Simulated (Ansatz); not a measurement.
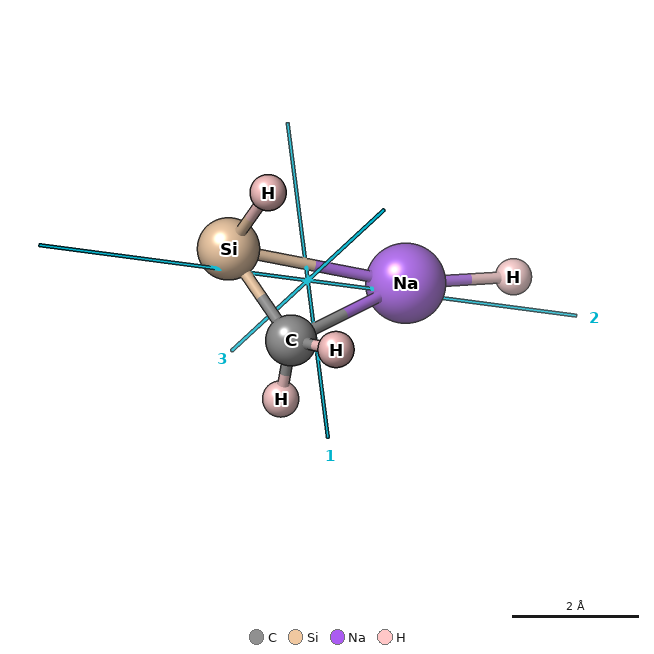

The three principal axes of inertia are drawn and numbered. Atoms fade into the background with distance from the viewer. State: charge −1, singlet. The computed structure is the end point of a PBE-D4/def2-SVPD optimisation. No frequency run is at hand to confirm it as a minimum. Masses are those of the most abundant isotopes; constants are for the rigid equilibrium geometry.

**Which line is the a axis (least moment of inertia), which b and which c?**

a is line 2, b is line 1, c is line 3; the moments are 31.9, 150, 174 u Å².

**What kind of rotor is it, and what are its rotational constants in GHz?**

An asymmetric top (C1): A = 15.8, B = 3.36, C = 2.90 GHz. Ray's parameter κ is −0.93, close to the prolate limit.
